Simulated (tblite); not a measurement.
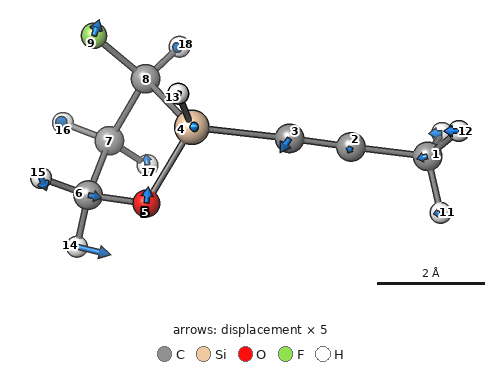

This is a relaxation of C₆H₉FOSi. The starting structure is drawn; blue arrows show the displacements, 5 times their true length. The two geometries are superimposed by the best rigid fit.

Style: ball-and-stick. Shown from a free direction.

All numbers below come from GFN2-xTB geometry optimisation, gas phase in tblite. 

> What happened in the run?

The energy falls by 3.83 kcal/mol in 40 geometry steps. The largest move after the best rigid fit is that of an H atom, 0.14 Å. Largest moves by element: H 0.14 Å, F 0.07 Å, C 0.07 Å, O 0.07 Å, Si 0.04 Å. Some distances before and after: C–Si 1.883 → 1.841 Å, O–Si 1.677 → 1.636 Å, C–O 1.443 → 1.409 Å, C–C 1.476 → 1.444 Å. Bond angles that change, for instance: Si–O–C 110.4° → 114.9°, C–Si–H 111.9° → 115.1°, F–C–H 108.3° → 105.3°. Cost: 0.53 s on 1 thread of AMD EPYC 7R43 64-Core Processor (shared host).
